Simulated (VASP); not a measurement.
Band structure of Hf$_{2}$Sb$_{3}$Pd (space group P-4m2). Level of theory: PBEsol GGA with spin-orbit coupling, VASP's PBE PAW potentials (set 64) (plane waves; VASP 6.6.1).

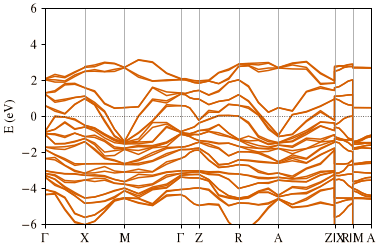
Figure: Bands along high-symmetry lines, zero at the valence-band maximum or, without a gap, the Fermi level

**Question.** Read the plot: is there a gap, and where are the band edges?

**Answer.** It has no gap at this level: it comes out as a metal or semimetal.

The structure comes from a computed database's Hf2Sb3Pd entry (P-4m2); how it stands against other phases isn't given here. It was relaxed first.
